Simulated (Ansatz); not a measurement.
# How fast states decay through Mg4CdTe4S, part 3 of 3

A new crystal, Mg4CdTe4S: structure, gap and complex bands. It is built by putting Mg for Zn, Te for Se in the Zn4CdSe4S structure of space group Imm2, with the volume rescaled by atomic radii. The parent structure comes from the Materials Project.

Ansatz 0.2.0; PBE DFT, plane waves, PAW files (the session's first sound run).

So far, gap on the k-mesh (eV): step 3 (the bulk crystal and its band edges, PBE) 1.60; step 6 (PBEsol) 1.49.

The structure was built from a prototype and need not be the compound's stable phase.

**7. Complex bands at another level**

This step: PBEsol DFT, plane waves, PAW files; complex bands by layer matching along the plane's normal (Ansatz 0.2.0).

The complex bands at that level, over its own gap, at (0, 0) and (0.5, 0).

The input, input.yaml:

```yaml
crystal:
  lattice:
    - [6.34687764, 0.0, 0.0]
    - [0.0, 4.514353974, 0.0]
    - [3.17343882, 2.257176987, 11.300412766]
  atoms:
    - { symbol: Mg, position: [0.5742862187, 0.5887377629, 0.8225244742] }
    - { symbol: Mg, position: [0.1933700476, 0.2006872543, 0.5986254914] }
    - { symbol: Mg, position: [0.791995539, 0.7993127457, 0.4013745086] }
    - { symbol: Mg, position: [0.3968106929, 0.4112622371, 0.1774755258] }
    - { symbol: Cd, position: [0.0350611121, 0.0, 0.0] }
    - { symbol: Te, position: [0.8450108701, 0.0970938606, 0.8058122788] }
    - { symbol: Te, position: [0.4472835179, 0.6953059471, 0.6093881058] }
    - { symbol: Te, position: [0.0566716238, 0.3046940529, 0.3906118942] }
    - { symbol: Te, position: [0.6508231489, 0.9029061394, 0.1941877212] }
    - { symbol: S, position: [0.2586852291, 0.5, 0.0] }
kpoints:
  mp_grid: { grid: [6, 6, 6] }
scf:
  occupations: { method: fixed }
hamiltonian:
  xc: pbesol
output:
  eigenvalues: true
  transmission:
    leads: [[0, 0]]
    kpoints: [[0.0, 0.0], [0.5, 0.0]]
    e_range: [-1.0, 2.49]
    de: 0.09
```

Run with:

```bash
ansatz run input.yaml --threads 2 --pin off --max-ram 4096MiB --backend cpu --events-out ev --progress --plain --runs-dir out
```

Numbers of over 12 decimals in the logs are rounded to 6 here.

Log:

```text
[...]
Crystal: 10 atoms, lattice volume = 323.780 Å³
Basis set: ecut = 420 eV, 6293 PW (Γ)
Bands: 78, of which v1, the nominal top of the filled ones, is band 65 counted from 1 (64 counted from 0)
Symmetry: 4 space group operations
[...]
k-points: 46 of 216 (time reversal used)
[...]
SCF iter   1: F=—  HF=-44331.202879 eV  |F-HF|=—  |Δ(HF+E_count)|=         —  Δρ=3.14e-3  dr2=5.51e-2  ethr=1.77e-3  ⟨swp⟩=5.4  Hψ=11126  notcnv=0  defer=470
[...]
SCF iter   7: F=-44331.188325 eV  HF=-44331.188325 eV  |F-HF|=9.83e-8  |Δ(HF+E_count)|=   4.45e-7  Δρ=4.83e-6  dr2=8.06e-8  ethr=7.69e-11  ⟨swp⟩=13.0  Hψ=19357  notcnv=0
SCF 1 converged in 7 iterations: F = -44331.188325 eV  dr2 = 8.06e-8
[...]
transmission: 18 of 36 steps passed
transmission: 36 of 36 steps passed
SCF converged after 7 iterations
Free energy (F): -44331.188325 eV
[...]
Internal energy: -44331.188325 eV  (E = F + TS)
E sigma→0 (E₀):  -44331.188325 eV
Fermi energy:    4.609712 eV
[...]
--- Band table (eV; the first three rows and the last of 46) ---
  k-point 0: bands = [... 61 lower, 4.3938, 4.4219, 4.4225, 4.5933, 6.1021, 7.6822, 7.8250, 8.5006, ... 9 higher]
  k-point 1: bands = [... 61 lower, 4.2236, 4.3961, 4.4261, 4.5975, 6.2506, 7.5608, 7.9499, 8.3427, ... 9 higher]
  k-point 2: bands = [... 61 lower, 3.9888, 4.3225, 4.4329, 4.6057, 6.5203, 7.4335, 7.8844, 8.2269, ... 9 higher]
  k-point 45: bands = [... 61 lower, 3.6066, 3.9534, 4.0009, 4.0358, 7.5471, 7.9953, 8.6743, 9.0100, ... 9 higher]
--- Transmission ---
  basis      : 247 plane waves across, 18 finite elements along
  points     : 2, as listed
[...]
channels       : 0.000000e0 a spin
[...]
slowest decay  : 0.1364 /Å at (0.0000, 0.0000)
```

Wall time 3.7 min (2 threads of Arm Neoverse N1, shared host); peak memory 1.2 GiB; 6.7 min of CPU time.

Numbers from this step:

```
level to which the leads are filled                       : 0.7462 eV from the Fermi level
decay constant at the filling level, zone centre          : 0.1364 Å⁻¹
decay constant at the filling level, slowest listed point : 0.1364 Å⁻¹
```

K parallel (0, 0); values up to 1.5 1/Å, a degenerate pair printed once or twice; energies at which all values exceed this have no row. Table of Im kz of the slowest decaying states by energy, zero at the highest filled level on the SCF mesh:

| energy (eV) | decay 1 (Å⁻¹) | decay 2 (Å⁻¹) | decay 3 (Å⁻¹) | decay 4 (Å⁻¹) |
| --- | --- | --- | --- | --- |
| -1.000 | 0.0200 | 0.169 | 0.908 | 1.04 |
| -0.460 | 0.0748 | 0.148 | 0.222 | 0.745 |
| -0.010 | 0.0895 | 0.228 | 0.245 | 0.576 |
| 0.530 | 0.135 | 0.254 | 0.527 | 0.583 |
| 0.980 | 0.127 | 0.248 | 0.572 | 0.627 |
| 1.520 | 0.227 | 0.496 | 0.647 | 0.666 |
| 1.970 | 0.191 | 0.477 | 0.554 | 0.648 |

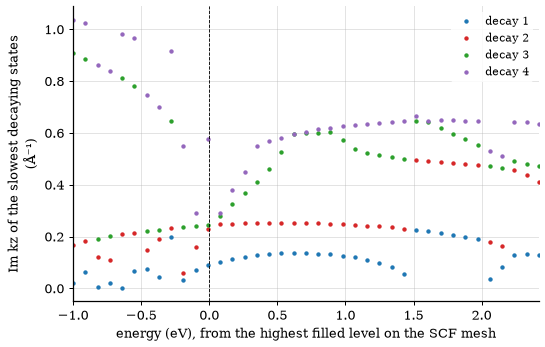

Im kz of the slowest decaying states, plotted against energy.

K parallel (0.5, 0); values up to 1.5 1/Å, a degenerate pair printed once or twice; energies at which all values exceed this have no row. The Im kz of the slowest decaying states by energy, zero at the highest filled level on the SCF mesh:

| energy (eV) | decay 1 (Å⁻¹) | decay 2 (Å⁻¹) | decay 3 (Å⁻¹) | decay 4 (Å⁻¹) |
| --- | --- | --- | --- | --- |
| -1.0000 | 0.381 | 0.475 | 1.26 | - |
| -0.7300 | 0.307 | 0.346 | 1.23 | - |
| -0.4600 | 0.0987 | 0.0987 | 0.159 | 0.251 |
| -0.2800 | 0.248 | 0.277 | 0.332 | 1.17 |
| -0.0100 | 0.300 | 0.317 | 0.458 | 1.14 |
| 0.2600 | 0.305 | 0.355 | 0.517 | 1.10 |
| 0.5300 | 0.308 | 0.373 | 0.552 | 1.07 |
| 0.7100 | 0.308 | 0.377 | 0.567 | 1.04 |
| 0.9800 | 0.306 | 0.375 | 0.582 | 1.01 |
| 1.2500 | 0.302 | 0.364 | 0.590 | 0.966 |
| 1.5200 | 0.295 | 0.344 | 0.592 | 0.925 |
| 1.7900 | 0.286 | 0.311 | 0.590 | 0.882 |
| 1.9700 | 0.275 | 0.277 | 0.587 | 0.851 |
| 2.2400 | 0.205 | 0.257 | 0.579 | 0.803 |

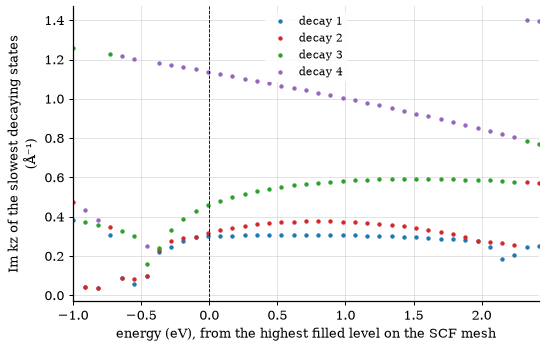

Im kz of the slowest decaying states, plotted against energy.

At the listed wavevectors the last open channel is at -0.01 eV and the next at +1.52 eV on the grid. At +0.71 eV, the grid energy nearest the filling level (the middle of the gap on the SCF mesh), the slowest state at the listed wavevectors decays with κ = 0.136 Å⁻¹, its amplitude falling by e over 7.3 Å; the first such run, plane (010), gave 0.144 Å⁻¹.

**8. Outcome**

| Item | Value |
| --- | --- |
| band gap | 1.60 eV |
| least decay constant at mid-gap, normal to (010) | 0.144 Å⁻¹ |
| least decay constant on a mesh, normal to (010) | 0.144 Å⁻¹ |
| least decay constant, PBEsol | 0.136 Å⁻¹ |

What this shows: With PBE, the slowest decay at the wavevectors tried is κ = 0.144 Å⁻¹, normal to (010). Through such a film the transmission near mid-gap falls as exp(−2κd), a factor of ten every 8.0 Å. A free electron under a barrier of half the gap would need a mass of 0.098 mₑ to decay at this rate. With PBEsol the gap goes from 1.60 to 1.49 eV and the decay constant, over the first 2 listed wavevectors, from 0.144 to 0.136 Å⁻¹. The compound is made up by substitution; its stability against other phases and against distortions of the cell's symmetry was not tested. A semilocal functional narrows gaps, while spin-orbit coupling, left out here, narrows them in compounds of heavy elements, so the error in κ can go either way.

[Logs are printed without paths, hosts, clocks, repeated set-up lines and the standing remarks that a program may print on its own settings, such as how far it seeks lower states.]

[Hosts, paths, dates, database ids (printed as entryN), source tags and the programs' standing remarks are cut or masked in the printed files.]

[New means built here by substitution; the compound itself may be known and measured.]
